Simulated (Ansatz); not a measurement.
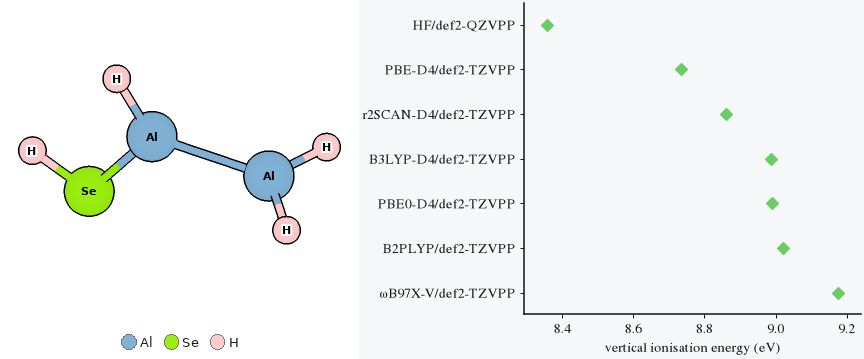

Vertical ionisation energy of Al₂H₄Se, SMILES [AlH2][AlH][SeH], singlet, taken as the energy of the cation less that of the neutral at fixed geometry (unrestricted doublet cation, cores frozen in correlated methods, no spin-orbit coupling), the Ansatz code, at a PBE0-D4/def2-TZVP geometry (a minimum by its frequencies).

Question: What range do the values span?

Answer: From 8.36 eV (HF/def2-QZVPP) to 9.18 eV (ωB97X-V/def2-TZVPP).

Question: Give the values.

Answer:
```
               level    eV
       HF/def2-QZVPP  8.36
   PBE-D4/def2-TZVPP  8.73
r2SCAN-D4/def2-TZVPP  8.86
 B3LYP-D4/def2-TZVPP  8.99
  PBE0-D4/def2-TZVPP  8.99
   B2PLYP/def2-TZVPP  9.02
  ωB97X-V/def2-TZVPP  9.18
```

Limits of at least one run: no scalar relativity up to krypton; outer-core shells are correlated without core-valence functions, which makes the correlated values less sure.
